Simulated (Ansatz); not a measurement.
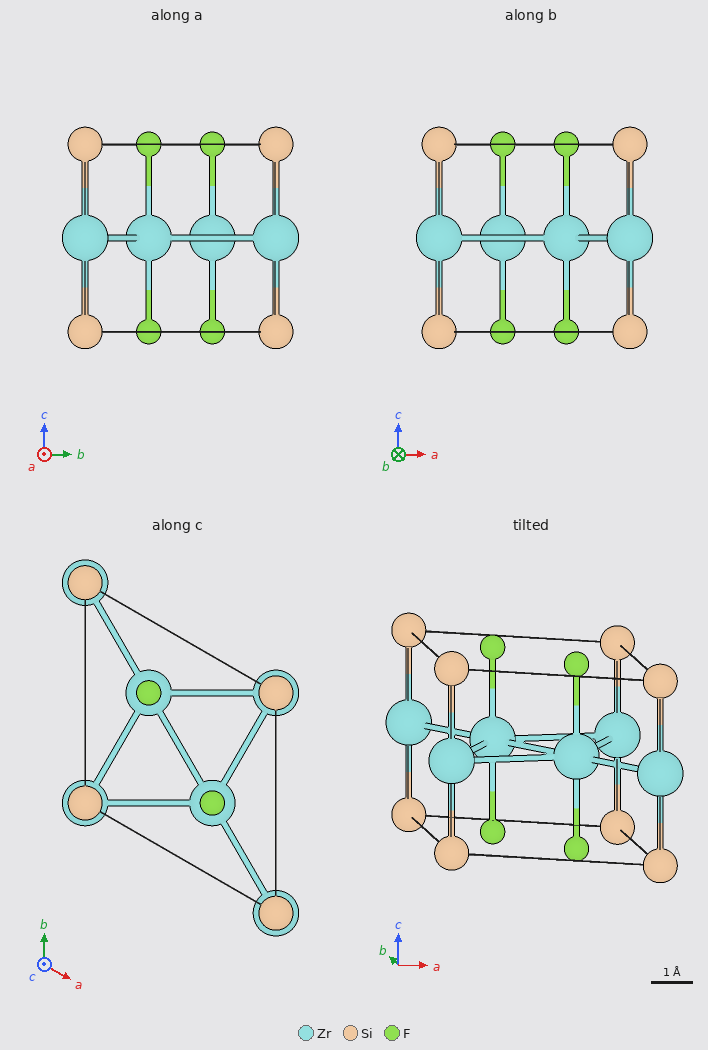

Ball-and-stick drawing of the structure, looking along the a axis, along the b axis, along the c axis and slightly off an axis. The conventional unit cell is outlined; an atom on or near a face, edge or corner is repeated at each equivalent position.

Lattice parameters: a = 5.438 Å, b = 5.438 Å, c = 4.627 Å, α = 90.00°, β = 90.00°, γ = 120.00°. Put a along x and b in the xy plane.

Transcribe the picture into a POSCAR file.

Answer.
```
Zr Si F
1.0
     5.438    0.000    0.000
    -2.719    4.709    0.000
     0.000    0.000    4.627
Zr Si F
3 1 2
Direct
  0.3333 0.6667 0.5000
  0.6667 0.3333 0.5000
  0.0000 0.0000 0.5000
  0.0000 0.0000 0.0000
  0.3333 0.6667 0.0000
  0.6667 0.3333 0.0000
```

The model was built from a random cell made by a generator, so it need not be a real form of the compound. The picture shows the end point of a geometry optimisation with Ansatz 0.2.0, DFT PBE, scalar-relativistic, plane waves, PAW.
